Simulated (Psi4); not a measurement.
**Two attempts at SiSbH5 (SbH2(SiH3))**

Aim: the charge distribution of SiSbH5 (SbH2(SiH3)) at UM06-D3(0)/DZVP (IEF-PCM cyclohexane).

Program for the calculation: Psi4 1.11.

4 further runs of the same task are left out: 4 set aside as unsound or not needed.

### Step 1. The molecule

SiSbH5 has 7 atoms, charge 0, and is taken as a singlet. As SMILES, `[H][Sb]([H])[SiH3]`. Geometry: a GFN2-xTB relaxation, a rough one for these elements and not checked as a minimum.

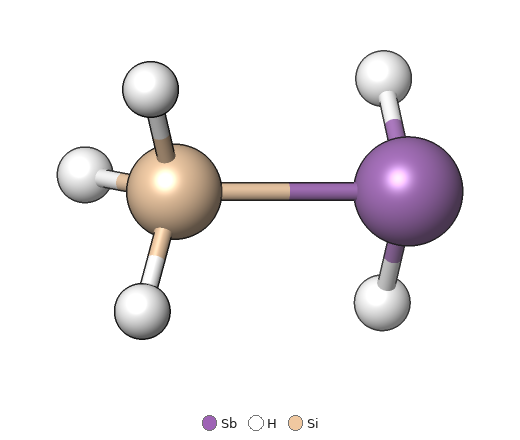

The structure, seen from a chosen angle (antimony purple, hydrogen white, silicon light orange).

### Step 2. The input as first written

Contents of input.inp:

```
memory 1.6 GB

molecule {
  0 1
  Sb
  H 1 1.692239
  H 1 1.691925 2 88.43104
  Si 1 2.533916 3 90.89676 2 -90.39326
  H 4 1.460904 1 116.50477 3 36.74292
  H 4 1.462695 5 107.28877 3 102.63389
  H 4 1.462235 5 107.44193 6 115.13631
  symmetry c1
  no_reorient
  no_com
}

set globals {
  reference      uks
  scf_type       direct
  ints_tolerance 0.001
  maxiter        50
  pcm            true
}

pcm = {
  Units = Angstrom
  Medium {
    SolverType = IEFPCM
    Solvent = Cyclohexane
  }
  Cavity {
    Type = GePol
    RadiiSet = UFF
    Scaling = False
    Area = 0.5
    Mode = Implicit
  }
}

result, w = energy('m06-d3zero2b/DZVP', return_wfn=True)
oeprop(w, 'NO_OCCUPATIONS', 'MULLIKEN_CHARGES', 'MULTIPOLE(3)', 'MAYER_INDICES', 'ESP_AT_NUCLEI')
```

Command:

```console
$ psi4 input.inp input.out -n 1
```

input.out:

```text
[...]
  Running in c1 symmetry.
[...]
  Nuclear repulsion =  226.933740394521720
[...]
  Multiplicity = 1
[...]
  Nalpha       = 35
  Nbeta        = 35
[...]
    Number of basis functions: 64
[...]
   @DF-UKS iter   1: -6607.22457772800863   -2.31170e+00   9.86961e-03 DIIS/ADIIS
[...]
   @UKS iter  38: -6611.69075036847698   -7.54881e-08   5.77965e-07 DIIS
[...]
   @S^2 Observed:               -4.263256415E-14
[...]
    Orbital Energies [Eh]
    ---------------------
    Alpha Occupied:
       1A   -1075.438712     2A   -161.161377     3A   -150.843953
       4A   -150.843881     5A   -150.843193     6A    -66.609539
       7A    -32.194395     8A    -27.873395     9A    -27.869637
      10A    -27.867897    11A    -19.914594    12A    -19.914121
      13A    -19.912825    14A    -19.911707    15A    -19.911386
      16A     -5.802776    17A     -5.765554    18A     -4.480824
      19A     -4.270726    20A     -4.268859    21A     -4.200672
      22A     -4.055246    23A     -4.051737    24A     -3.948347
      25A     -2.048073    26A     -1.875346    27A     -1.730556
      28A     -1.727813    29A     -1.717618    30A     -1.583370
      31A     -1.318176    32A     -0.877270    33A     -0.791571
      34A     -0.756630    35A     -0.614464
[...]
  @UKS Final Energy: -6611.69075036847698
   => Energetics <=
    Nuclear Repulsion Energy =            226.9337403945217204
    One-Electron Energy =               -9522.3221922282573360
    Two-Electron Energy =                2822.3060703561154696
    DFT Exchange-Correlation Energy =    -138.5462111196424644
    Empirical Dispersion Energy =          -0.0001643423351647
    VV10 Nonlocal Energy =                  0.0000000000000000
    PCM Polarization Energy =              -0.0619934288796301
    Total Energy =                      -6611.6907503684778931
[...]
 Multipole Moments:
 ------------------------------------------------------------------------------------
     Multipole            Electronic (a.u.)      Nuclear  (a.u.)        Total (a.u.)
 ------------------------------------------------------------------------------------
 L = 1.  Multiply by 2.5417464519 to convert [e a0] to [Debye]
 Dipole X            :        -19.9629794           15.5291511           -4.4338283
 Dipole Y            :         -2.4237874            1.3868394           -1.0369480
 Dipole Z            :         -1.8084613            1.5639160           -0.2445453
 Magnitude           :                                                    4.5600326
 L = 2.  Multiply by 1.3450342976 to convert [e a0^2] to [Debye ang]
 Quadrupole XX       :       -404.6485320          323.4210998          -81.2274322
 Quadrupole XY       :          7.0533632           -8.6003821           -1.5470190
[...]
  Mulliken Charges: (a.u.)
   Center  Symbol    Alpha    Beta     Spin     Total
       1    SB    24.92366 24.92366  0.00000  1.15268
       2     H     0.60536  0.60536 -0.00000 -0.21072
       3     H     0.64408  0.64408  0.00000 -0.28816
       4    SI     6.93041  6.93041 -0.00000  0.13919
       5     H     0.75030  0.75030  0.00000 -0.50059
       6     H     0.58571  0.58571 -0.00000 -0.17143
       7     H     0.56048  0.56048 -0.00000 -0.12097
   Total alpha = 35.00000, Total beta = 35.00000, Total charge = -0.00000
  Mayer Bond Indices:
[...]
```

It took 45 s on 1 thread of AMD EPYC 9B45 (Zen 5), shared host; peak memory 0.78 GiB.

### Step 3. Diagnosis

It ran to the end. The result can't be trusted all the same.

The cause is that the screening of the two-electron integrals is far too loose. Among its listed settings the sound run differs in this, and the input shows the rest: integrals pk in place of direct.

### Step 4. The mended input

Contents of job.dat:

```
memory 1600 MB

molecule geom {
  0 1
  Sb
  H 1 1.692239
  H 1 1.691925 2 88.43104
  Si 1 2.533916 3 90.89676 2 -90.39326
  H 4 1.460904 1 116.50477 3 36.74292
  H 4 1.462695 5 107.28877 3 102.63389
  H 4 1.462235 5 107.44193 6 115.13631
  symmetry c1
  no_reorient
  no_com
}

set globals {
  reference uks
  scf_type  pk
  pcm       true
}

pcm = {
  Units = Angstrom
  Medium {
    SolverType = IEFPCM
    Solvent = Cyclohexane
  }
  Cavity {
    Type = GePol
    RadiiSet = UFF
    Scaling = False
    Area = 0.5
    Mode = Implicit
  }
}

result, w = energy("m06-d3zero2b/DZVP", return_wfn=True)
oeprop(w, "NO_OCCUPATIONS", "MULLIKEN_CHARGES", "MULTIPOLE(3)", "MAYER_INDICES", "ESP_AT_NUCLEI", title="M06-D3ZERO2B")
```

Command:

```console
$ psi4 job.dat job.out -n 1
```

job.out:

```text
[...]
  Running in c1 symmetry.
[...]
  Nuclear repulsion =  226.933740394521720
[...]
  Multiplicity = 1
[...]
  Nalpha       = 35
  Nbeta        = 35
[...]
    Number of basis functions: 64
[...]
   @UKS iter   1: -6607.22389298021335   -2.31098e+00   9.86856e-03 DIIS/ADIIS
[...]
   @UKS iter   8: -6607.50587000865107   -1.62963e-08   2.61581e-07 DIIS
[...]
   @S^2 Observed:                1.421085472E-14
[...]
    Orbital Energies [Eh]
    ---------------------
    Alpha Occupied:
       1A   -1075.292061     2A   -160.957663     3A   -150.688289
       4A   -150.688173     5A   -150.687671     6A    -66.287850
       7A    -31.920930     8A    -27.623995     9A    -27.623570
      10A    -27.622114    11A    -19.706494    12A    -19.706478
      13A    -19.705511    14A    -19.705194    15A    -19.704914
      16A     -5.377047    17A     -5.368107    18A     -3.891585
      19A     -3.890297    20A     -3.886252    21A     -3.696193
      22A     -3.695381    23A     -3.695278    24A     -1.414390
      25A     -1.413406    26A     -1.410359    27A     -1.409120
      28A     -1.407017    29A     -0.582372    30A     -0.515720
      31A     -0.368992    32A     -0.363290    33A     -0.339737
      34A     -0.305426    35A     -0.251547
[...]
  @UKS Final Energy: -6607.50587000865107
   => Energetics <=
    Nuclear Repulsion Energy =            226.9337403945217204
    One-Electron Energy =               -9549.9575027974879049
    Two-Electron Energy =                2854.1039283523350605
    DFT Exchange-Correlation Energy =    -138.5851192384268984
    Empirical Dispersion Energy =          -0.0001643423351647
    VV10 Nonlocal Energy =                  0.0000000000000000
    PCM Polarization Energy =              -0.0007523772572430
    Total Energy =                      -6607.5058700086510726
[...]
 Multipole Moments:
 ------------------------------------------------------------------------------------
     Multipole            Electronic (a.u.)      Nuclear  (a.u.)        Total (a.u.)
 ------------------------------------------------------------------------------------
 L = 1.  Multiply by 2.5417464519 to convert [e a0] to [Debye]
 Dipole X            :        -15.5858021           15.5291511           -0.0566510
 Dipole Y            :         -1.4137912            1.3868394           -0.0269518
 Dipole Z            :         -1.5955554            1.5639160           -0.0316394
 Magnitude           :                                                    0.0702622
 L = 2.  Multiply by 1.3450342976 to convert [e a0^2] to [Debye ang]
 Quadrupole XX       :       -357.4385141          323.4210998          -34.0174143
 Quadrupole XY       :          8.3136495           -8.6003821           -0.2867326
[...]
  Mulliken Charges: (a.u.)
   Center  Symbol    Alpha    Beta     Spin     Total
       1    SB    25.58131 25.58131  0.00000 -0.16262
       2     H     0.48177  0.48177  0.00000  0.03645
       3     H     0.48128  0.48128  0.00000  0.03744
       4    SI     6.89346  6.89346 -0.00000  0.21308
       5     H     0.51837  0.51837 -0.00000 -0.03675
       6     H     0.52240  0.52240  0.00000 -0.04480
       7     H     0.52141  0.52141 -0.00000 -0.04281
   Total alpha = 35.00000, Total beta = 35.00000, Total charge =  0.00000
  Mayer Bond Indices:
[...]
```

Wall time 13 s (1 thread of AMD EPYC 9B45 (Zen 5), shared host); peak memory 0.8 GiB.

Atomic charges (e):

```csv
atom,Mulliken
Sb1,-0.163
H2,+0.036
H3,+0.037
Si4,+0.213
H5,-0.037
H6,-0.045
H7,-0.043
```

### Step 5. Summary of results

At UM06-D3(0)/DZVP (IEF-PCM cyclohexane):

```
                  quantity           value
              total energy  -6607.50587 Eh
             dipole moment          0.18 D
               HOMO energy        -6.84 eV
               LUMO energy        -0.32 eV
             HOMO–LUMO gap         6.53 eV
         dispersion energy    -0.43 kJ/mol
solvent term in the energy     -2.0 kJ/mol
```

In words: The first attempt's energy was -113.876 eV off this one.
